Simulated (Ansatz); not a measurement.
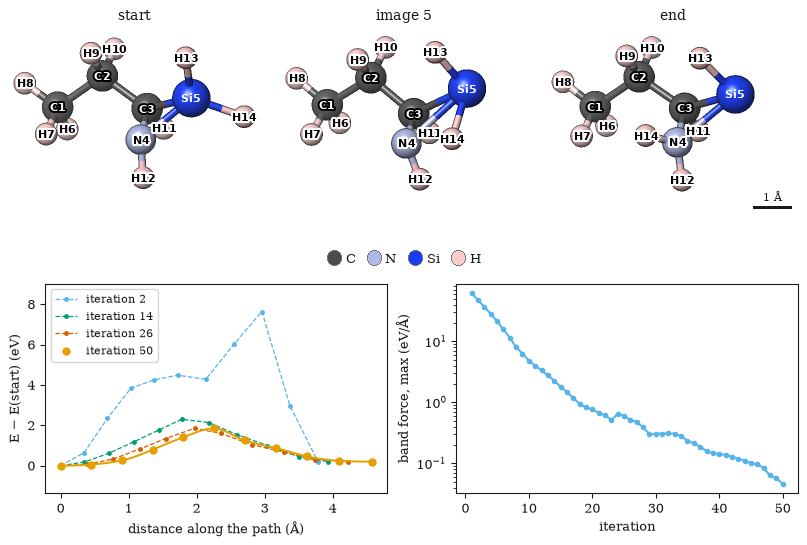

NEB run on C3H9NSi. Images are numbered from 0 (start) to 10 (end). The plot follows the band through its iterations. The picture is a ball-and-stick view, seen at a tilt.

All numbers below come from RKS PBE0-D4/def2-SVP (Ansatz 0.2.0). Run with 9 movable images; climbing image; force threshold 0.05 eV/Å; iteration limit 60; optimiser FIRE; largest step 0.02 Å; starting path through a guess of the saddle point.

Q: Judge this run.

A: The run is converged, with reservations. The band converged in 50 iterations. The largest component of the band force went from 61 to 0.046 eV/Å. The climbing image converged on the top of the path. Its curvatures weren't checked. The step length is far from the usual. The first iteration put the highest image at 10.12 eV. Forward barrier 1.85 eV, backward barrier 1.65 eV, with image 5 at the top; the reaction energy is +0.20 eV.
